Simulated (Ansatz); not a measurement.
# HfCl2: the cost of one run

Computed with Ansatz 0.2.0 (DFT PBE+D3(BJ), scalar-relativistic, plane waves, PAW, unless a step's input says otherwise).

2 further runs of the same task are left out: 1 that didn't finish, 1 set aside as unsound or not needed.

**1. The structure to begin with**

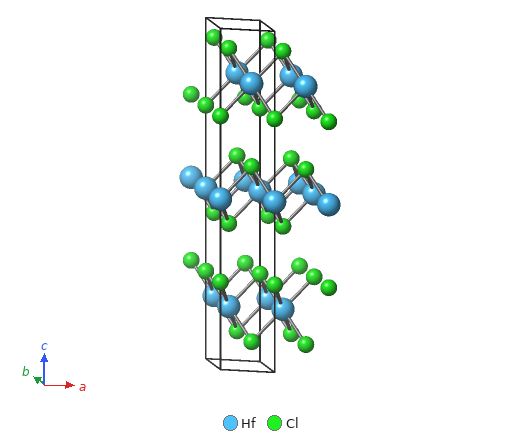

The starting structure, seen slightly off an axis (hafnium blue, chlorine green). 2×2×1 cells are drawn. The cell drawn here is the conventional one.

Structure file:

```xyz
3
Lattice="1.6207 0.9357 6.7135 -1.6207 0.9357 6.7135 0.0000 -1.8714 6.7135" Properties=species:S:1:pos:R:3 pbc="T T T"
Hf    0.0000    0.0000   10.0703
Cl    0.0000    0.0000   14.9692
Cl    0.0000    0.0000    5.1713
```

The start is the relaxed end of an invented cell (made as: close-packed anion layers stacked AB|C, with sites between them filled layer by layer (R-3m, No. 166)), taken up again for a closer look.

**2. The guess as it stands, on a coarse mesh**

input.yaml

```yaml
crystal:
  lattice:
    - [1.6207107, 0.9357177, 6.7135093]
    - [-1.6207107, 0.9357177, 6.7135093]
    - [0.0, -1.8714355, 6.7135093]
  atoms:
    - { symbol: Hf, position: [0.5, 0.5, 0.5] }
    - { symbol: Cl, position: [0.743237, 0.743237, 0.743237] }
    - { symbol: Cl, position: [0.256763, 0.256763, 0.256763] }
basis:
  ecutwfc: 420
kpoints:
  mp_grid: { grid: [6, 6, 6] }
hamiltonian:
  xc: pbe
  dispersion: d3bj
scf:
  occupations: { method: gaussian, width: 0.1 }
  lower_state_search: "off"
output:
  forces: true
  stress: true
  eigenvalues: true
```

Launch:

```console
$ ansatz run input.yaml --threads 1 --pin off --max-ram 3072MiB --backend cpu --events-out ev --progress --plain --runs-dir out
```

Q: Estimate wall time and peak memory on 1 thread of Arm Neoverse V1, shared host.

About 2.5 s, with a peak of 0.34 GiB.
